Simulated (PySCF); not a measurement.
**C6H6FP (SMILES Cc1ccc(F)pc1): density, localisation and related maps**

```xyz
14

C    -2.0636   -0.3278    0.4461
C    -0.6356    0.0401    0.1466
C     0.3256   -0.9654   -0.0169
C     1.6614   -0.7208   -0.3270
C     2.1721    0.5557   -0.5039
F     3.4740    0.6552   -0.7947
P     1.2768    2.0505   -0.3706
C    -0.2790    1.3835    0.0074
H    -2.1332   -1.3015    0.9518
H    -2.6519   -0.3965   -0.4841
H    -2.5479    0.4257    1.0837
H     0.0139   -2.0062    0.1069
H     2.3575   -1.5579   -0.4370
H    -1.0696    2.1294    0.1527
```

Geometry: PBE0-D3(BJ)/def2-SVP.

All numbers below come from PBE0/def2-SVPD, SCF density, gas phase (PySCF 2.14.0).

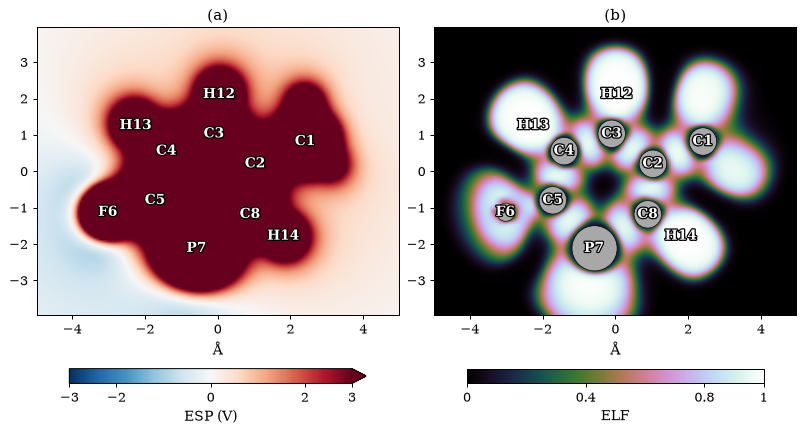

Figure 1. (a) electrostatic potential; (b) ELF on the plane of atoms C3, C2 and C8. Grey discs cover the atomic cores in the ELF map.

**What does the map show?**

- Atoms in the plane: C, F, P and H.
- C–F (1.34 Å): the ELF peaks at about 0.85 between the atoms; a shared but strongly polarised pair.
- C–C (1.39 Å): the ELF peaks at about 0.95 between the atoms; a covalent bond.
- C–P (1.73 Å): the ELF peaks at about 0.95 between the atoms (a covalent bond).
- C–H (1.09 Å): the ELF climbs to about 1 towards the hydrogen, as it does in any bond to H (an ordinary covalent bond to hydrogen).
- C–C (1.50 Å): the ELF peaks at about 0.95 between the atoms, as expected for localised, covalent bonding.
- The ELF also peaks beside P7 and F6, away from the bonds: lone-pair regions.
- Outside the dense part of the molecule the potential is most negative (−0.8 V) near F6.

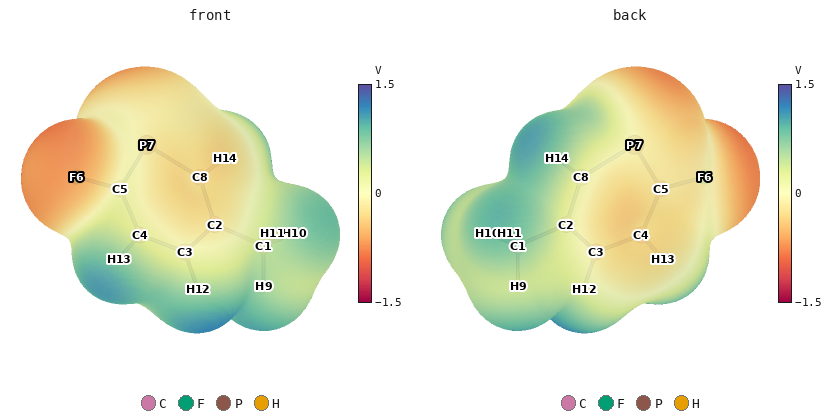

Figure 2. The molecular electrostatic potential painted on the density surface at 0.002 e/bohr³, seen from the front and from behind; red is negative and blue positive.

**Which sites attract a positive test charge, and which a negative one?**

A positive charge is drawn to the negative regions and a negative charge to the positive ones. The most negative region (about −0.8 V) lies over F6, the most positive (about +1.1 V) over H12 and H13.

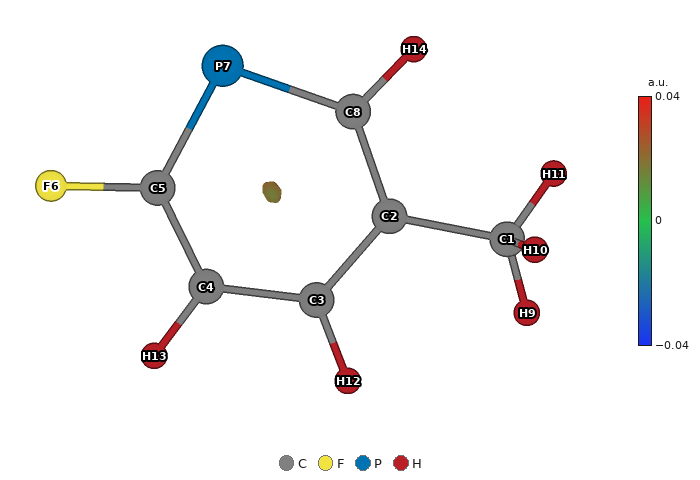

Figure 3. Non-covalent interaction (NCI) plot: the surface where the reduced density gradient is 0.4, for densities under 0.05 a.u., coloured by sign(λ₂)ρ; seen across its widest extent.

**Which non-covalent interactions does the plot reveal?**

Inside the ring or cage of C2, C3, C4, C5, P7 and C8: steric crowding (red).
